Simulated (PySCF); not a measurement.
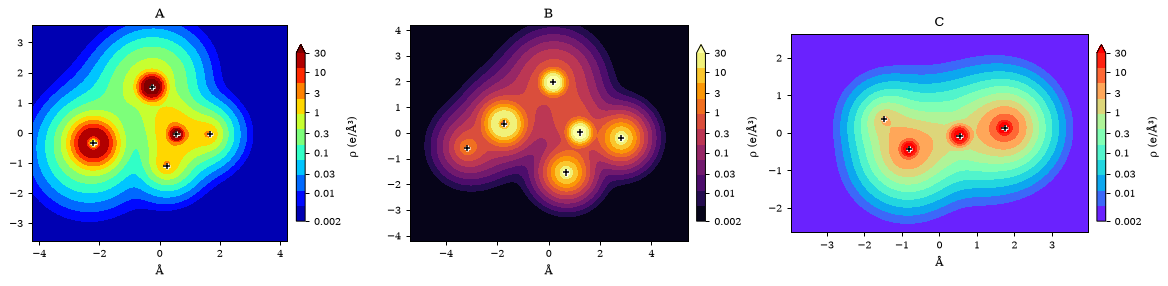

The total electron density of 3 systems, each on a plane through atoms (crosses mark nuclei in the plane).

These are results of PySCF 2.14.0, Gaussian-basis quantum chemistry of an isolated molecule with PySCF, energy and nuclear gradient, functional PBE0, not measurements.

System 1: BHNO (SMILES [NH]B=O) (doublet), the molecular plane. Geometry: PBE0-D3(BJ)/def2-SVP.

| atom | x (Å) | y (Å) | z (Å) |
| --- | --- | --- | --- |
| B | -1.9547 | 0.5829 | -1.3975 |
| N | -0.8001 | 1.2373 | -0.9880 |
| O | -2.9327 | -0.0700 | -1.7110 |
| H | -0.7199 | 2.2167 | -1.2767 |

System 2: F₂HInSi₂ (SMILES F[Si]1(F)[Si][InH]1), the molecular plane. Geometry: B3LYP-D3(BJ)/def2-SVP; core potentials replace the inner electrons of In.

```xyz
6

F    -1.6652   -0.4699    2.2190
F    -1.9364   -1.7187    0.0410
In    0.7853   -1.9250   -1.3836
Si   -0.7859   -0.9809    0.9566
Si    1.3911   -0.6831    0.6925
H     0.5608   -2.7747   -2.8835
```

System 3: CH₂InSi (doublet), the molecular plane. Geometry: PBE0-D4/def2-SVP; core potentials replace the inner electrons of In.

```xyz
5

C    -0.6467   -1.9942    0.5786
In    0.3962   -2.9793   -1.7924
Si   -0.5417   -0.7293   -0.6619
H    -0.3975   -3.0714    0.6217
H    -1.0482   -1.7041    1.5648
```

Which map belongs to which system?

Panel A is system 3, CH₂InSi: the plane holds C, In, Si and H. C–Si (1.77 Å): ρ at the midpoint is about 1 e/Å³. Panel B is system 2, F₂HInSi₂: the plane holds F, In, Si and H. Si–F (1.62 Å): ρ at the midpoint is about 1.1 e/Å³. Panel C is system 1, BHNO: the plane holds B, N, O and H. B–O (1.22 Å): ρ at the midpoint is about 3 e/Å³.
